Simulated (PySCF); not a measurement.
**Sn²⁺: dipole response in def2-TZVPPD with ECP28**

How polarisable is Sn²⁺ at the levels listed below?

Program: PySCF 2.14.0. Level of theory: unrestricted determinants in a Gaussian basis, no spin-orbit coupling in the energies. These are calculated values, not measurements, unless marked.

**1. The system**

| Item | Value |
| --- | --- |
| Element | tin (Z = 50) |
| Basis | def2-TZVPPD with the def2 core potential (28 electrons) (7s5p4d2f, 56 functions) |
| Hamiltonian | a scalar-relativistic core potential |
| State 1 | Sn²⁺: [Kr] 4d10 5s2, closed-shell 1S |
| Methods | UHF, PBE, PBE0, BHandHLYP, wB97M-V |

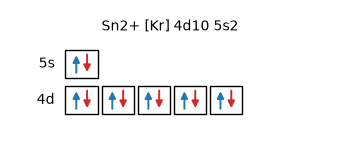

Outer shells as boxes.

The runs were made by one driver on top of PySCF. The scripts below sum up each run's settings (the driver also hands on starting orbitals that pick excited configurations, and frozen orbitals as a list rather than a count), and the logs come from the driver's own runs. The driver starts from symmetry-adapted Hartree-Fock orbitals, holds the occupation by maximum overlap and uses a logarithmic radial grid for functionals, so a plain start would take other cycles.

The integrals over 56 functions and the set-up took 0.61 s of CPU time.

**2. Sn²⁺**

Level: UHF.

Contents of input.py:

```python
from pyscf import gto, scf, dft, mp, cc
import basis_set_exchange as bse
txt = bse.get_basis("def2-TZVPPD", elements=["Sn"], fmt="nwchem", header=False)
cut = txt.index("\nECP")
mol = gto.M(atom="Sn 0 0 0", charge=2, spin=0, symmetry="D2h",
            basis=gto.basis.parse(txt[:cut]),
            ecp={"Sn": gto.basis.parse_ecp(txt[cut:])})
mf = scf.UHF(mol)
mf.irrep_nelec = {'Ag': (4, 4), 'B1g': (1, 1), 'B2g': (1, 1), 'B3g': (1, 1), 'B1u': (1, 1), 'B2u': (1, 1), 'B3u': (1, 1)}
mf.kernel()
```

Log:

```text
damping factor = 0
level_shift factor = 0
DIIS = <class 'pyscf.scf.diis.CDIIS'>
diis_start_cycle = 1
diis_space = 10
diis_damp = 0
SCF conv_tol = 1e-09
SCF conv_tol_grad = None
number electrons alpha = 10  beta = 10
cycle= 1 E= -212.58290865071  delta_E= -2.25e-11  |g|= 1.02e-06  |ddm|= 1.76e-05
converged SCF energy = -212.58290865071  <S^2> = -1.7763568e-14  2S+1 = 1
```

CPU time 1.8 s on a shared host, the integrals not counted.

Orbital energies by shell (radii are means over both spins):

| shell | electrons | mean orbital energy (eV) | spread (eV) | rms radius (bohr) |
| --- | --- | --- | --- | --- |
| 4s | 2 | -176.85 | 0 | 0.879 |
| 4p | 6 | -127.45 | 0 | 0.953 |
| 4d | 10 | -52.978 | 0 | 1.17 |
| 5s | 2 | -28.790 | 0 | 2.42 |

⟨S²⟩ = 0.000, ⟨L²⟩ = 0.00.

The driver then solved the coupled dipole response at imaginary frequencies: mean α = 17.83 bohr³, C₆ = 101.7 au for a like pair.

Energies and moments cover only the electrons outside the core potential.

Level: PBE.

Changes to input.py:

```diff
@@ -7,3 +7,3 @@
             ecp={"Sn": gto.basis.parse_ecp(txt[cut:])})
-mf = scf.UHF(mol)
+mf = dft.UKS(mol, xc="PBE")
 mf.irrep_nelec = {'Ag': (4, 4), 'B1g': (1, 1), 'B2g': (1, 1), 'B3g': (1, 1), 'B1u': (1, 1), 'B2u': (1, 1), 'B3u': (1, 1)}
```

Log:

```text
damping factor = 0
level_shift factor = 0
DIIS = <class 'pyscf.scf.diis.CDIIS'>
diis_start_cycle = 1
diis_space = 10
diis_damp = 0
SCF conv_tol = 1e-09
SCF conv_tol_grad = None
number electrons alpha = 10  beta = 10
XC functionals = PBE
    J. P. Perdew, K. Burke, and M. Ernzerhof.,  Phys. Rev. Lett. 77, 3865 (1996)
    J. P. Perdew, K. Burke, and M. Ernzerhof.,  Phys. Rev. Lett. 78, 1396 (1997)
    J. P. Perdew, K. Burke, and M. Ernzerhof.,  Phys. Rev. Lett. 77, 3865 (1996)
    J. P. Perdew, K. Burke, and M. Ernzerhof.,  Phys. Rev. Lett. 78, 1396 (1997)
cycle= 1 E= -213.459474435894  delta_E= -0.00783  |g|= 0.0545  |ddm|= 0.637
cycle= 2 E= -213.459660517947  delta_E= -0.000186  |g|= 0.0448  |ddm|= 0.12
cycle= 3 E= -213.460129345607  delta_E= -0.000469  |g|= 0.000606  |ddm|= 0.0601
cycle= 4 E= -213.460129450058  delta_E= -1.04e-07  |g|= 6.33e-06  |ddm|= 0.00127
cycle= 5 E= -213.460129450067  delta_E= -9.27e-12  |g|= 2.66e-08  |ddm|= 7.04e-06
converged SCF energy = -213.460129450067  <S^2> = -1.0658141e-14  2S+1 = 1
```

CPU time 2.2 s on a shared host, the integrals not counted.

The driver then solved the coupled dipole response at imaginary frequencies: mean α = 14.64 bohr³, C₆ = 81.13 au for a like pair.

Level: PBE0.

Changes to input.py:

```diff
@@ -7,3 +7,3 @@
             ecp={"Sn": gto.basis.parse_ecp(txt[cut:])})
-mf = dft.UKS(mol, xc="PBE")
+mf = dft.UKS(mol, xc="PBE0")
 mf.irrep_nelec = {'Ag': (4, 4), 'B1g': (1, 1), 'B2g': (1, 1), 'B3g': (1, 1), 'B1u': (1, 1), 'B2u': (1, 1), 'B3u': (1, 1)}
```

Log:

```text
damping factor = 0
level_shift factor = 0
DIIS = <class 'pyscf.scf.diis.CDIIS'>
diis_start_cycle = 1
diis_space = 10
diis_damp = 0
SCF conv_tol = 1e-09
SCF conv_tol_grad = None
number electrons alpha = 10  beta = 10
XC functionals = PBE0
    C. Adamo and V. Barone.,  J. Chem. Phys. 110, 6158 (1999)
    M. Ernzerhof and G. E. Scuseria.,  J. Chem. Phys. 110, 5029 (1999)
cycle= 1 E= -213.466134211845  delta_E= -0.00472  |g|= 0.0284  |ddm|= 0.47
cycle= 2 E= -213.466234756724  delta_E= -0.000101  |g|= 0.0181  |ddm|= 0.0906
cycle= 3 E= -213.466310048711  delta_E= -7.53e-05  |g|= 0.000736  |ddm|= 0.0239
cycle= 4 E= -213.466310172604  delta_E= -1.24e-07  |g|= 5.04e-06  |ddm|= 0.00194
cycle= 5 E= -213.466310172612  delta_E= -7.59e-12  |g|= 1.16e-07  |ddm|= 9.26e-06
converged SCF energy = -213.466310172612  <S^2> = -1.4210855e-14  2S+1 = 1
```

CPU time 3.9 s on a shared host, the integrals not counted.

The driver then solved the coupled dipole response at imaginary frequencies: mean α = 15.36 bohr³, C₆ = 85.58 au for a like pair.

Level: BHandHLYP.

Changes to input.py:

```diff
@@ -7,3 +7,3 @@
             ecp={"Sn": gto.basis.parse_ecp(txt[cut:])})
-mf = dft.UKS(mol, xc="PBE0")
+mf = dft.UKS(mol, xc="BHANDHLYP")
 mf.irrep_nelec = {'Ag': (4, 4), 'B1g': (1, 1), 'B2g': (1, 1), 'B3g': (1, 1), 'B1u': (1, 1), 'B2u': (1, 1), 'B3u': (1, 1)}
```

Log:

```text
damping factor = 0
level_shift factor = 0
DIIS = <class 'pyscf.scf.diis.CDIIS'>
diis_start_cycle = 1
diis_space = 10
diis_damp = 0
SCF conv_tol = 1e-09
SCF conv_tol_grad = None
number electrons alpha = 10  beta = 10
XC functionals = BHANDHLYP
    A. D. Becke.,  J. Chem. Phys. 98, 1372 (1993)
    Defined through Gaussian implementation.
cycle= 1 E= -213.402338543717  delta_E= -0.00219  |g|= 0.0156  |ddm|= 0.32
cycle= 2 E= -213.402391289442  delta_E= -5.27e-05  |g|= 0.00704  |ddm|= 0.0628
cycle= 3 E= -213.402402840052  delta_E= -1.16e-05  |g|= 0.000892  |ddm|= 0.00786
cycle= 4 E= -213.402403043826  delta_E= -2.04e-07  |g|= 4.9e-06  |ddm|= 0.003
cycle= 5 E= -213.402403043848  delta_E= -2.18e-11  |g|= 2.12e-07  |ddm|= 2.45e-05
converged SCF energy = -213.402403043848  <S^2> = -1.4210855e-14  2S+1 = 1
```

CPU time 4.4 s on a shared host, the integrals not counted.

The driver then solved the coupled dipole response at imaginary frequencies: mean α = 15.65 bohr³, C₆ = 87.06 au for a like pair.

Level: wB97M-V.

Changes to input.py:

```diff
@@ -7,3 +7,3 @@
             ecp={"Sn": gto.basis.parse_ecp(txt[cut:])})
-mf = dft.UKS(mol, xc="BHANDHLYP")
+mf = dft.UKS(mol, xc="WB97M_V")
 mf.irrep_nelec = {'Ag': (4, 4), 'B1g': (1, 1), 'B2g': (1, 1), 'B3g': (1, 1), 'B1u': (1, 1), 'B2u': (1, 1), 'B3u': (1, 1)}
```

Log:

```text
damping factor = 0
level_shift factor = 0
DIIS = <class 'pyscf.scf.diis.CDIIS'>
diis_start_cycle = 1
diis_space = 10
diis_damp = 0
SCF conv_tol = 1e-09
SCF conv_tol_grad = None
number electrons alpha = 10  beta = 10
XC functionals = WB97M_V
    N. Mardirossian and M. Head-Gordon.,  J. Chem. Phys. 144, 214110 (2016)
NLC functional = WB97M_V
cycle= 1 E= -213.419230896945  delta_E= -0.0043  |g|= 0.02  |ddm|= 0.446
cycle= 2 E= -213.419371710871  delta_E= -0.000141  |g|= 0.00773  |ddm|= 0.0995
cycle= 3 E= -213.419387426317  delta_E= -1.57e-05  |g|= 0.00171  |ddm|= 0.0094
cycle= 4 E= -213.419388469925  delta_E= -1.04e-06  |g|= 4e-05  |ddm|= 0.00785
cycle= 5 E= -213.419388471303  delta_E= -1.38e-09  |g|= 1.55e-06  |ddm|= 0.000244
cycle= 6 E= -213.419388471306  delta_E= -2.16e-12  |g|= 1.09e-07  |ddm|= 7.68e-06
converged SCF energy = -213.419388471306  <S^2> = -1.5987212e-14  2S+1 = 1
```

CPU time 11 s on a shared host, the integrals not counted.

The driver then solved the coupled dipole response at imaginary frequencies: mean α = 15.96 bohr³, C₆ = 88.88 au for a like pair.

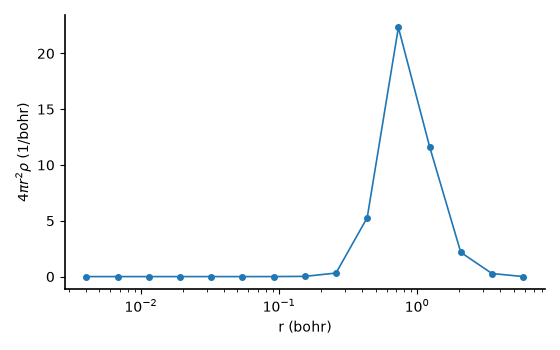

Radial density 4πr²ρ of Sn²⁺ at UHF, the electrons outside the core potential, at 15 stored radii joined by straight lines.

**3. Polarisabilities and C₆**

Sn²⁺, in atomic units:

```
   method  mean α  C₆ (like pair)  S(−4)
      UHF   17.83           101.7  136.9
      PBE   14.64           81.13  85.53
     PBE0   15.36           85.58  96.25
BHandHLYP   15.65           87.06  101.2
  wB97M-V   15.96           88.88  107.5
```

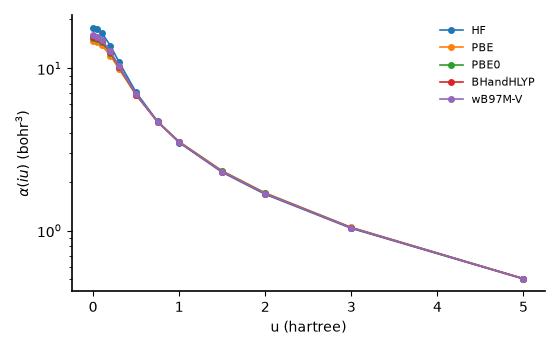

α(iu) of Sn²⁺, the polarisability at imaginary frequency, on a logarithmic scale.

**4. Summary of results**

| quantity | value |
| --- | --- |
| α of Sn²⁺ | 14.64 (PBE) to 17.83 (UHF) bohr³ |

In words: A single London oscillator with the computed α and C₆ of Sn²⁺ at UHF would have ω = 4 C₆ / (3 α²) = 0.426 hartree. The basis is finite, and no extrapolation was made.
